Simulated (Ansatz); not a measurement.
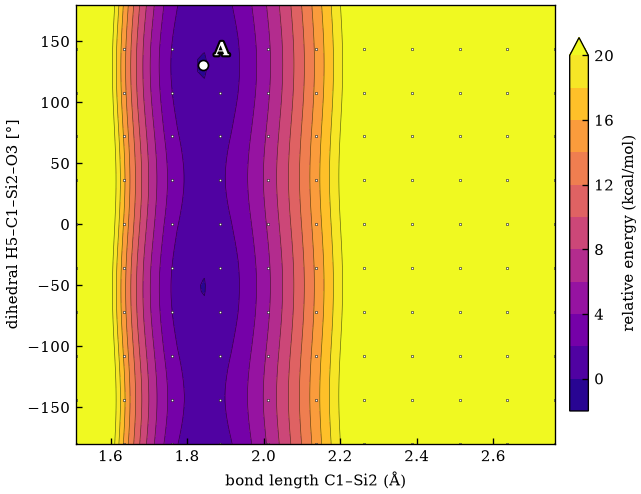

CH₅O₂Si, SMILES [CH2][SiH](O)O, spin multiplicity 2. The first coordinate is: bond length C1–Si2; the second: dihedral H5–C1–Si2–O3. Nothing is relaxed (all other coordinates rigid). The grid has 11 × 10 points. Points are written as (first, second). All energies are given in kcal/mol relative to the relaxed molecule at the same level. Level of theory: Ansatz 0.2.0, UKS PBE0-D4/def2-SVP.

The picture shows filled contours, dots at the grid points, one colour for all values above the top of the scale, the well A. Between grid points the surface is interpolated.

Where is the minimum, and how stiff is the well along each coordinate? Take the well at A.

Answer. The interpolated minimum is at bond length C1–Si2 ≈ 1.842 Å, dihedral H5–C1–Si2–O3 ≈ 130°. The curvatures there are about 22 eV/Å² and 0.1 eV/rad², with a cross term of about 0 eV/(Å·rad). Round the minimum the two coordinates are nearly uncoupled. (1 eV is 23.1 kcal/mol.)
